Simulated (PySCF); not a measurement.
**Geometry relaxation of CH$_{10}$Si$_{2}$ (part 2 of 4)**

The same run, continued: CH$_{10}$Si$_{2}$; RKS PBE0-D4/def2-TZVP, density fitting (PySCF 2.14.0). The geometry is a transition state displaced along its imaginary mode. The reaction was set up to form Si1–C7 and Si2–H6 and to break Si1–Si2 and H6–C7 (atoms counted from 1 in the order of the input); sticks are drawn by distance alone.

Geometry of the input (Å):
```
Si -0.3311  0.9252  0.6588
Si 1.4579  -1.1890  0.2323
H  -1.2748  2.0531  0.7810
H  -0.4544  0.1550  2.0050
H  1.0222  1.6260  0.4902
H  0.0586  -0.3088  -0.3820
C  -1.3519  0.3478  -0.9850
H  2.2804  -0.8380  1.4547
H  1.0023  -2.6006  0.3993
H  2.3598  -1.1256  -0.9366
H  -1.1861  -0.5147  -1.6850
H  -1.2589  1.2547  -1.5267
H  -2.3240  0.2149  -0.5058
```

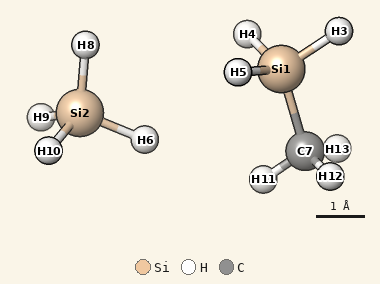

**Figure 1.** The geometry at step 22 of the log (ball-and-stick view, seen at a tilt; atoms are numbered from 1 in the order of the input).

Trajectory as extended XYZ, continued
```
13
Properties=species:S:1:pos:R:3:forces:R:3 step=12 energy=-16947.56597
Si   -0.8297    1.3533    0.5533    0.2833  -0.0571  -0.1822
Si    1.9745   -1.7199    0.2980   -0.0601   0.5343  -0.0038
H    -1.4362    2.6068    1.0681   -0.0891   0.0073   0.0477
H    -0.9017    0.2910    1.5862   -0.0320   0.0152   0.1337
H     0.6306    1.6409    0.3140   -0.3244  -0.0662  -0.0336
H     0.7434   -1.1222   -0.2995    0.1516  -0.0771   0.0458
C    -1.6953    0.7609   -1.0047   -0.1095   0.0086   0.2411
H     2.3042   -0.9905    1.5643   -0.0233  -0.1281  -0.2198
H     1.7057   -3.1317    0.5896    0.0011  -0.3369   0.0703
H     3.0919   -1.5934   -0.6800   -0.0511  -0.0291   0.0981
H    -1.1825   -0.1118   -1.4030    0.0161  -0.1740  -0.0145
H    -1.6623    1.5274   -1.7711   -0.0599   0.2189  -0.1850
H    -2.7473    0.4966   -0.8194    0.2971   0.0844   0.0020
13
Properties=species:S:1:pos:R:3:forces:R:3 step=13 energy=-16947.58473
Si   -0.8296    1.3605    0.5573    0.0231  -0.0184  -0.1068
Si    1.9771   -1.7193    0.2867   -0.1670  -0.1016  -0.0853
H    -1.4641    2.5932    1.0970   -0.0171   0.0098  -0.0203
H    -0.8649    0.3213    1.6200   -0.0151  -0.0147   0.0124
H     0.5977    1.6607    0.2543   -0.0198   0.0246   0.0320
H     0.7144   -1.1589   -0.2608    0.0455  -0.0313   0.0023
C    -1.6969    0.7655   -0.9958   -0.0523  -0.0674   0.1911
H     2.3625   -0.9754    1.5002    0.0336   0.0800   0.1422
H     1.7598   -3.1522    0.6172    0.0276   0.0230   0.0029
H     3.0440   -1.5983   -0.7305    0.0776  -0.0017  -0.0709
H    -1.1977   -0.1260   -1.3785   -0.0118  -0.0514  -0.0121
H    -1.6650    1.5238   -1.7757   -0.0204   0.1144  -0.0665
H    -2.7437    0.5140   -0.7968    0.0959   0.0349  -0.0211
13
Properties=species:S:1:pos:R:3:forces:R:3 step=14 energy=-16947.57284
Si   -0.8113    1.3742    0.5167   -0.1298   0.0144   0.2712
Si    1.9803   -1.7125    0.2940    0.2171  -0.0321   0.2526
H    -1.4485    2.6084    1.0579    0.0082  -0.0132  -0.0486
H    -0.8514    0.3432    1.5924    0.0594   0.0329  -0.0092
H     0.6016    1.6849    0.2028    0.1304   0.0200  -0.0257
H     0.7412   -1.1606   -0.3169    0.0687  -0.0795   0.0261
C    -1.7170    0.7467   -0.9822    0.1824   0.2969  -0.3657
H     2.3314   -0.9260    1.5291   -0.1048  -0.1788  -0.3228
H     1.7830   -3.1503    0.6652   -0.0336   0.2299  -0.0583
H     3.1023   -1.6316   -0.6889   -0.1306   0.0336   0.0947
H    -1.2354   -0.1515   -1.3649    0.0948  -0.0403  -0.1217
H    -1.7511    1.5050   -1.7791    0.0572  -0.2322   0.1746
H    -2.7337    0.4807   -0.7334   -0.4196  -0.0516   0.1326
13
Properties=species:S:1:pos:R:3:forces:R:3 step=15 energy=-16947.58838
Si   -0.8251    1.3729    0.5413   -0.0135  -0.0255   0.0061
Si    1.9827   -1.7289    0.2897    0.0627   0.0016  -0.0247
H    -1.4604    2.6085    1.0667   -0.0335   0.0459   0.0111
H    -0.8628    0.3414    1.6117    0.0001  -0.0082   0.0240
H     0.5990    1.6770    0.2442    0.0321   0.0140  -0.0126
H     0.7377   -1.1666   -0.2839   -0.0266  -0.0105  -0.0263
C    -1.7091    0.7625   -0.9890    0.1098   0.0258  -0.0541
H     2.3483   -0.9771    1.5140   -0.0016   0.0164   0.0190
H     1.7650   -3.1568    0.6266   -0.0030  -0.0300   0.0070
H     3.0764   -1.6172   -0.7105   -0.0182  -0.0025   0.0173
H    -1.2180   -0.1358   -1.3694   -0.0157   0.0017  -0.0289
H    -1.6971    1.5183   -1.7786    0.0026  -0.0220   0.0292
H    -2.7465    0.5130   -0.7709   -0.0954  -0.0065   0.0326
13
Properties=species:S:1:pos:R:3:forces:R:3 step=16 energy=-16947.58375
Si   -0.8535    1.3602    0.5485    0.0760   0.0664  -0.0083
Si    2.0023   -1.7343    0.3026   -0.1648   0.0367   0.0849
H    -1.4904    2.5966    1.0826   -0.0015  -0.0189  -0.0277
H    -0.8880    0.3290    1.6217   -0.0190  -0.0075  -0.0355
H     0.5712    1.6642    0.2399    0.0060   0.0176   0.0571
H     0.7169   -1.2268   -0.2698    0.1911  -0.0735   0.0683
C    -1.7078    0.7759   -1.0080   -0.2537  -0.1198   0.1782
H     2.3542   -0.9469    1.5216   -0.0658  -0.1066  -0.1234
H     1.8343   -3.1762    0.6481    0.0386   0.1322  -0.0071
H     3.0832   -1.5857   -0.7021    0.0085  -0.0076  -0.0295
H    -1.2222   -0.1227   -1.3870   -0.0071  -0.1204  -0.0035
H    -1.6467    1.5296   -1.7891   -0.0355   0.1645  -0.0807
H    -2.7668    0.5502   -0.8200    0.2267   0.0372  -0.0729
13
Properties=species:S:1:pos:R:3:forces:R:3 step=17 energy=-16947.59005
Si   -0.8389    1.3802    0.5405    0.0249  -0.0106  -0.0191
Si    2.0004   -1.7410    0.2964   -0.0735  -0.0197   0.0126
H    -1.4745    2.6189    1.0665   -0.0097   0.0029  -0.0135
H    -0.8774    0.3495    1.6128   -0.0026   0.0005   0.0069
H     0.5885    1.6805    0.2391   -0.0185   0.0107   0.0148
H     0.7422   -1.2040   -0.2866    0.0496  -0.0340   0.0168
C    -1.7160    0.7715   -0.9965   -0.0275   0.0012   0.0674
H     2.3536   -0.9716    1.5155   -0.0089   0.0019  -0.0123
H     1.8018   -3.1717    0.6481    0.0086   0.0286  -0.0045
H     3.0885   -1.6249   -0.7041    0.0313   0.0057  -0.0190
H    -1.2291   -0.1275   -1.3763    0.0141  -0.0418  -0.0294
H    -1.6943    1.5270   -1.7830   -0.0038   0.0351  -0.0252
H    -2.7596    0.5273   -0.7845    0.0156   0.0195   0.0044
13
Properties=species:S:1:pos:R:3:forces:R:3 step=18 energy=-16947.59051
Si   -0.8414    1.3824    0.5401   -0.0301   0.0001   0.0106
Si    2.0010   -1.7503    0.2961    0.0924   0.0248  -0.0260
H    -1.4778    2.6236    1.0557   -0.0204   0.0172   0.0094
H    -0.8860    0.3546    1.6149   -0.0047   0.0001   0.0066
H     0.5834    1.6846    0.2489    0.0533   0.0094  -0.0113
H     0.7468   -1.2160   -0.2866   -0.0169  -0.0118  -0.0264
C    -1.7180    0.7757   -0.9961    0.0654   0.0139  -0.0573
H     2.3421   -0.9838    1.5203   -0.0121  -0.0085   0.0014
H     1.8129   -3.1831    0.6341   -0.0002  -0.0104   0.0079
H     3.1037   -1.6156   -0.6949   -0.0581  -0.0085   0.0373
H    -1.2383   -0.1313   -1.3711   -0.0335  -0.0066  -0.0001
H    -1.6821    1.5262   -1.7902   -0.0096  -0.0092   0.0438
H    -2.7645    0.5497   -0.7861   -0.0258  -0.0105   0.0040
13
Properties=species:S:1:pos:R:3:forces:R:3 step=19 energy=-16947.59167
Si   -0.8447    1.3932    0.5343   -0.0064  -0.0117  -0.0031
Si    2.0122   -1.7603    0.3001    0.0265   0.0107  -0.0078
H    -1.4830    2.6354    1.0450   -0.0128   0.0224   0.0063
H    -0.8899    0.3711    1.6141    0.0007  -0.0055   0.0097
H     0.5822    1.6928    0.2399    0.0141   0.0058  -0.0036
H     0.7558   -1.2391   -0.2934   -0.0005  -0.0127  -0.0102
C    -1.7252    0.7794   -0.9975    0.0429   0.0049  -0.0101
H     2.3448   -0.9828    1.5197   -0.0085  -0.0007  -0.0049
H     1.8294   -3.1907    0.6523    0.0007  -0.0067   0.0045
H     3.1130   -1.6317   -0.6898   -0.0170   0.0000   0.0134
H    -1.2493   -0.1288   -1.3732   -0.0059   0.0005  -0.0147
H    -1.6988    1.5313   -1.7895    0.0031  -0.0053   0.0065
H    -2.7696    0.5501   -0.7810   -0.0372  -0.0016   0.0139
13
Properties=species:S:1:pos:R:3:forces:R:3 step=20 energy=-16947.59243
Si   -0.8543    1.4076    0.5284   -0.0010   0.0063   0.0173
Si    2.0302   -1.7788    0.3055   -0.0460  -0.0205   0.0085
H    -1.4909    2.6571    1.0313    0.0090  -0.0194  -0.0080
H    -0.9036    0.3907    1.6143    0.0033   0.0093  -0.0007
H     0.5753    1.7026    0.2337   -0.0142  -0.0038  -0.0005
H     0.7674   -1.2847   -0.3027    0.0236  -0.0186   0.0131
C    -1.7376    0.7885   -0.9996    0.0054   0.0151  -0.0291
H     2.3438   -0.9845    1.5192   -0.0074   0.0063  -0.0068
H     1.8689   -3.2096    0.6742    0.0026   0.0258  -0.0069
H     3.1301   -1.6442   -0.6806    0.0227   0.0052  -0.0118
H    -1.2731   -0.1274   -1.3718   -0.0032   0.0120   0.0007
H    -1.7025    1.5365   -1.7959   -0.0008  -0.0228   0.0173
H    -2.7863    0.5732   -0.7825    0.0057   0.0051   0.0067
13
Properties=species:S:1:pos:R:3:forces:R:3 step=21 energy=-16947.59259
Si   -0.8586    1.4151    0.5268   -0.0023   0.0020  -0.0302
Si    2.0381   -1.7939    0.3083   -0.0027   0.0244   0.0337
H    -1.4979    2.6650    1.0227    0.0116  -0.0017  -0.0010
H    -0.9112    0.4049    1.6174    0.0019  -0.0109   0.0026
H     0.5712    1.7066    0.2315   -0.0070   0.0020   0.0082
H     0.7735   -1.3166   -0.3063    0.0054  -0.0085  -0.0075
C    -1.7406    0.7975   -1.0041   -0.0287   0.0015   0.0754
H     2.3321   -0.9889    1.5225   -0.0087  -0.0215  -0.0361
H     1.8904   -3.2241    0.6797    0.0027   0.0031   0.0028
H     3.1459   -1.6497   -0.6700   -0.0043   0.0052   0.0040
H    -1.2832   -0.1193   -1.3786    0.0307  -0.0225  -0.0140
H    -1.7064    1.5468   -1.7962    0.0060   0.0217  -0.0359
H    -2.7890    0.5857   -0.7827   -0.0048   0.0054  -0.0023
13
Properties=species:S:1:pos:R:3:forces:R:3 step=22 energy=-16947.59283
Si   -0.8591    1.4149    0.5256    0.0067   0.0087   0.0085
Si    2.0386   -1.7937    0.3089   -0.0062   0.0113  -0.0084
H    -1.4954    2.6665    1.0211    0.0098  -0.0042   0.0014
H    -0.9126    0.4041    1.6169    0.0025   0.0010  -0.0062
H     0.5712    1.7055    0.2311   -0.0091  -0.0034   0.0035
H     0.7719   -1.3223   -0.3082    0.0184  -0.0094   0.0046
C    -1.7429    0.7979   -1.0025   -0.0082  -0.0156   0.0018
H     2.3310   -0.9901    1.5222   -0.0119  -0.0033  -0.0088
H     1.8968   -3.2252    0.6783    0.0045   0.0052   0.0020
H     3.1471   -1.6422   -0.6683   -0.0126  -0.0008   0.0076
H    -1.2869   -0.1222   -1.3744    0.0025   0.0095   0.0023
H    -1.7035    1.5445   -1.7984    0.0026   0.0008  -0.0073
H    -2.7929    0.5918   -0.7829    0.0008   0.0004  -0.0010
13
Properties=species:S:1:pos:R:3:forces:R:3 step=23 energy=-16947.59295
Si   -0.8578    1.4142    0.5267   -0.0125   0.0130   0.0132
Si    2.0375   -1.7939    0.3063   -0.0066  -0.0060   0.0152
H    -1.4901    2.6677    1.0234    0.0078  -0.0114   0.0011
H    -0.9110    0.4023    1.6167   -0.0001   0.0015  -0.0013
H     0.5718    1.7032    0.2322    0.0078  -0.0035  -0.0055
H     0.7704   -1.3265   -0.3101   -0.0040  -0.0080  -0.0042
C    -1.7446    0.7984   -1.0003    0.0105   0.0053  -0.0281
H     2.3262   -0.9878    1.5187   -0.0073  -0.0026  -0.0060
H     1.9022   -3.2263    0.6776    0.0023   0.0184  -0.0028
H     3.1432   -1.6389   -0.6715    0.0078   0.0014  -0.0053
H    -1.2904   -0.1235   -1.3704   -0.0077   0.0048   0.0093
H    -1.6990    1.5427   -1.7991   -0.0052  -0.0101   0.0155
H    -2.7961    0.5979   -0.7826    0.0073  -0.0026  -0.0014
13
Properties=species:S:1:pos:R:3:forces:R:3 step=24 energy=-16947.59319
Si   -0.8557    1.4142    0.5262   -0.0123   0.0200   0.0158
Si    2.0361   -1.7951    0.3059    0.0008  -0.0031   0.0029
H    -1.4819    2.6705    1.0251    0.0094  -0.0206  -0.0037
H    -0.9104    0.4018    1.6159    0.0006   0.0042  -0.0030
H     0.5744    1.6983    0.2284    0.0067  -0.0048  -0.0037
H     0.7668   -1.3401   -0.3154   -0.0015  -0.0060  -0.0034
C    -1.7463    0.8005   -0.9994    0.0171   0.0091  -0.0379
H     2.3137   -0.9861    1.5186   -0.0083  -0.0001  -0.0021
H     1.9122   -3.2281    0.6772    0.0028   0.0128  -0.0010
H     3.1448   -1.6304   -0.6680   -0.0021   0.0000   0.0007
H    -1.2943   -0.1228   -1.3690   -0.0106   0.0048   0.0113
H    -1.6996    1.5433   -1.7999   -0.0047  -0.0114   0.0235
H    -2.7980    0.6028   -0.7810    0.0018  -0.0049   0.0004
13
Properties=species:S:1:pos:R:3:forces:R:3 step=25 energy=-16947.59414
Si   -0.8406    1.4071    0.5248    0.0032   0.0114   0.0151
Si    2.0221   -1.7894    0.3040    0.0152   0.0058  -0.0232
H    -1.4454    2.6695    1.0327   -0.0003  -0.0106  -0.0050
H    -0.8984    0.3932    1.6132    0.0010   0.0061  -0.0061
H     0.5903    1.6739    0.2145    0.0057  -0.0043   0.0005
H     0.7459   -1.3798   -0.3372    0.0156  -0.0036   0.0078
C    -1.7470    0.8035   -0.9951    0.0219   0.0042  -0.0305
H     2.2592   -0.9687    1.5176   -0.0141  -0.0001  -0.0075
H     1.9389   -3.2241    0.6789    0.0042   0.0050   0.0008
H     3.1395   -1.5928   -0.6567   -0.0282  -0.0036   0.0198
H    -1.3012   -0.1214   -1.3669   -0.0071  -0.0118   0.0047
H    -1.7020    1.5443   -1.7966    0.0009   0.0097   0.0147
H    -2.7976    0.6101   -0.7711   -0.0182  -0.0081   0.0086
13
Properties=species:S:1:pos:R:3:forces:R:3 step=26 energy=-16947.59493
Si   -0.8241    1.4015    0.5234    0.0160   0.0094   0.0073
Si    2.0060   -1.7845    0.3018    0.0147   0.0158  -0.0125
H    -1.4123    2.6692    1.0366   -0.0015  -0.0062  -0.0090
H    -0.8847    0.3889    1.6125    0.0016   0.0020  -0.0056
H     0.6078    1.6528    0.2019   -0.0049  -0.0030   0.0067
H     0.7261   -1.4119   -0.3544    0.0159  -0.0011   0.0083
C    -1.7447    0.8054   -0.9911    0.0045  -0.0156  -0.0134
H     2.2097   -0.9503    1.5132   -0.0132  -0.0087  -0.0207
H     1.9550   -3.2180    0.6850    0.0036  -0.0029   0.0039
H     3.1274   -1.5671   -0.6495   -0.0267  -0.0005   0.0196
H    -1.3068   -0.1227   -1.3650   -0.0062  -0.0026   0.0017
H    -1.7015    1.5459   -1.7924    0.0060   0.0160   0.0046
H    -2.7950    0.6169   -0.7604   -0.0098  -0.0025   0.0090
13
Properties=species:S:1:pos:R:3:forces:R:3 step=27 energy=-16947.59566
Si   -0.8073    1.3959    0.5228    0.0093  -0.0219  -0.0181
Si    1.9901   -1.7789    0.2982    0.0029  -0.0070  -0.0053
H    -1.3833    2.6680    1.0351   -0.0089   0.0162   0.0014
H    -0.8709    0.3856    1.6133    0.0018  -0.0013   0.0020
H     0.6249    1.6345    0.1940   -0.0004  -0.0005   0.0042
H     0.7065   -1.4412   -0.3696    0.0139  -0.0024   0.0082
C    -1.7418    0.8049   -0.9863   -0.0060  -0.0119   0.0251
H     2.1652   -0.9309    1.5035   -0.0097  -0.0037  -0.0089
H     1.9709   -3.2111    0.6926    0.0018   0.0126  -0.0012
H     3.1118   -1.5425   -0.6465   -0.0124   0.0020   0.0067
H    -1.3150   -0.1265   -1.3635    0.0040  -0.0056  -0.0035
H    -1.6986    1.5468   -1.7856    0.0028   0.0189  -0.0145
H    -2.7921    0.6241   -0.7471    0.0009   0.0048   0.0036
13
Properties=species:S:1:pos:R:3:forces:R:3 step=28 energy=-16947.59609
Si   -0.7925    1.3912    0.5215    0.0084   0.0019   0.0013
Si    1.9750   -1.7787    0.2958   -0.0006   0.0148   0.0159
H    -1.3577    2.6696    1.0326   -0.0006   0.0033  -0.0009
H    -0.8613    0.3839    1.6145   -0.0001  -0.0020  -0.0009
H     0.6411    1.6181    0.1902   -0.0017  -0.0017   0.0010
H     0.6919   -1.4651   -0.3817   -0.0093  -0.0006  -0.0032
C    -1.7371    0.8085   -0.9835   -0.0268  -0.0283   0.0132
H     2.1244   -0.9217    1.4986   -0.0010  -0.0078  -0.0141
H     1.9769   -3.2076    0.6976    0.0024  -0.0117   0.0029
H     3.0970   -1.5278   -0.6431    0.0070   0.0056  -0.0010
H    -1.3210   -0.1274   -1.3634   -0.0043   0.0137   0.0006
H    -1.6913    1.5515   -1.7820    0.0033   0.0066  -0.0093
H    -2.7884    0.6378   -0.7381    0.0234   0.0063  -0.0058
13
Properties=species:S:1:pos:R:3:forces:R:3 step=29 energy=-16947.59622
Si   -0.7850    1.3889    0.5212   -0.0014   0.0097   0.0048
Si    1.9703   -1.7791    0.2925   -0.0079  -0.0047   0.0042
H    -1.3400    2.6729    1.0318    0.0050  -0.0106  -0.0039
H    -0.8567    0.3832    1.6155   -0.0011   0.0013   0.0001
H     0.6494    1.6060    0.1859   -0.0055  -0.0037  -0.0033
H     0.6797   -1.4956   -0.3901    0.0360  -0.0089   0.0136
C    -1.7402    0.8104   -0.9792   -0.0042  -0.0147  -0.0004
H     2.0957   -0.9144    1.4937   -0.0055  -0.0292  -0.0207
H     2.0038   -3.2109    0.6947    0.0023   0.0483  -0.0074
H     3.0932   -1.5009   -0.6404   -0.0259  -0.0050   0.0117
H    -1.3329   -0.1294   -1.3595   -0.0088   0.0165   0.0061
H    -1.6897    1.5521   -1.7795   -0.0027  -0.0033   0.0014
H    -2.7919    0.6496   -0.7300    0.0195   0.0045  -0.0061
13
Properties=species:S:1:pos:R:3:forces:R:3 step=30 energy=-16947.59646
Si   -0.7770    1.3860    0.5222   -0.0035  -0.0039  -0.0074
Si    1.9604   -1.7761    0.2909    0.0046  -0.0132  -0.0200
H    -1.3279    2.6712    1.0325    0.0028  -0.0008   0.0011
H    -0.8514    0.3801    1.6161    0.0011   0.0029   0.0016
H     0.6573    1.5981    0.1840   -0.0027  -0.0020   0.0001
H     0.6716   -1.4962   -0.3924    0.0047  -0.0026   0.0000
C    -1.7358    0.8104   -0.9773   -0.0052   0.0175   0.0007
H     2.0817   -0.9153    1.4917    0.0004   0.0044   0.0176
H     1.9975   -3.2061    0.6922    0.0039   0.0130  -0.0024
H     3.0819   -1.4939   -0.6414   -0.0128  -0.0026   0.0062
H    -1.3312   -0.1285   -1.3602    0.0014  -0.0085   0.0001
H    -1.6860    1.5532   -1.7768   -0.0026  -0.0052   0.0066
H    -2.7869    0.6516   -0.7259    0.0079   0.0011  -0.0046
13
Properties=species:S:1:pos:R:3:forces:R:3 step=31 energy=-16947.59656
Si   -0.7725    1.3869    0.5200    0.0018   0.0056  -0.0003
Si    1.9559   -1.7801    0.2927   -0.0156   0.0091  -0.0053
H    -1.3166    2.6755    1.0292    0.0033  -0.0018   0.0007
H    -0.8507    0.3834    1.6159    0.0009   0.0016  -0.0015
H     0.6622    1.5920    0.1796   -0.0006  -0.0027   0.0018
H     0.6682   -1.5128   -0.3991    0.0104  -0.0026   0.0082
C    -1.7348    0.8151   -0.9779   -0.0084  -0.0046  -0.0056
H     2.0625   -0.9167    1.4946    0.0022  -0.0052  -0.0060
H     2.0032   -3.2078    0.6970    0.0026  -0.0076   0.0022
H     3.0782   -1.4921   -0.6355    0.0012   0.0056   0.0029
H    -1.3352   -0.1267   -1.3604   -0.0077   0.0077   0.0061
H    -1.6821    1.5569   -1.7781   -0.0003  -0.0028   0.0040
H    -2.7867    0.6624   -0.7252    0.0101  -0.0022  -0.0073
13
Properties=species:S:1:pos:R:3:forces:R:3 step=32 energy=-16947.59669
Si   -0.7698    1.3877    0.5198    0.0061   0.0146   0.0067
Si    1.9535   -1.7839    0.2910    0.0032   0.0065  -0.0040
H    -1.3076    2.6794    1.0290    0.0056  -0.0075  -0.0023
H    -0.8500    0.3859    1.6171   -0.0017   0.0002  -0.0023
H     0.6658    1.5861    0.1780   -0.0045  -0.0024   0.0004
H     0.6640   -1.5267   -0.3996   -0.0009  -0.0018  -0.0007
C    -1.7360    0.8188   -0.9764    0.0028  -0.0139  -0.0102
H     2.0507   -0.9223    1.4948    0.0027  -0.0059   0.0009
H     2.0148   -3.2127    0.6912    0.0032   0.0010  -0.0005
H     3.0743   -1.4803   -0.6350   -0.0076   0.0000   0.0064
H    -1.3399   -0.1251   -1.3581   -0.0096   0.0132   0.0062
H    -1.6812    1.5595   -1.7773    0.0011  -0.0013   0.0020
H    -2.7879    0.6699   -0.7232   -0.0004  -0.0027  -0.0028
```
